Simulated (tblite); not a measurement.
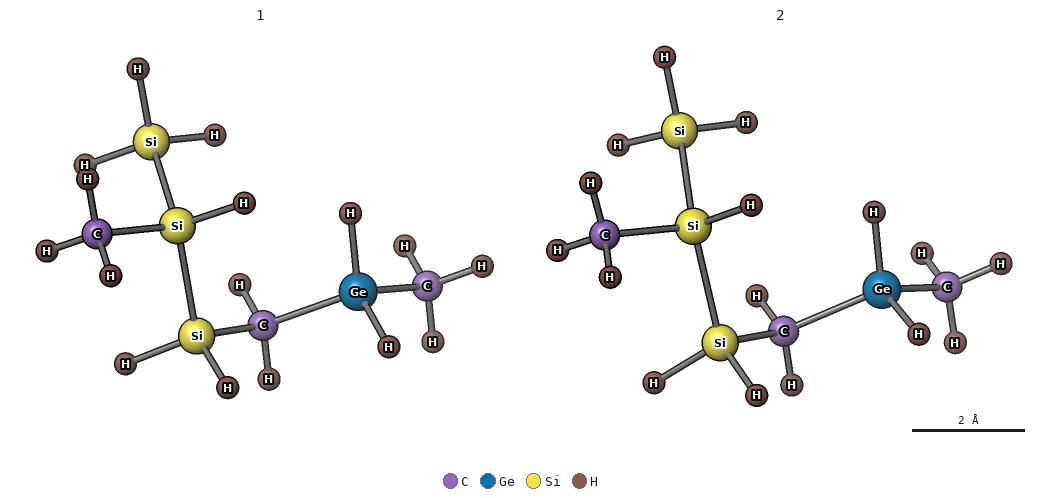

Two geometries of C₃H₁₆GeSi₃, drawn at one scale. One is the start of a relaxation, the other its converged end. The picture is a ball-and-stick view, seen at a tilt.

Level of theory: GFN2-xTB geometry optimisation, gas phase (tblite). 

> Which of the two is the end point?

Structure 2 is the relaxed one. The energy falls by 10.6 kcal/mol in 130 geometry steps. An H atom moves most after the best rigid fit: 0.44 Å. By element the largest moves are H 0.44 Å, Si 0.27 Å, C 0.23 Å, Ge 0.13 Å. Among the contacts that change: Si–Si 2.233 → 2.328 Å, Ge–H 1.556 → 1.508 Å, C–Ge 1.925 → 1.967 Å, C–Si 1.870 → 1.910 Å. Among the angles between lasting bonds that change: Si–Si–H 108.5° → 115.8°, Si–Si–Si 108.5° → 115.8°, Si–Si–H 109.2° → 115.3°.
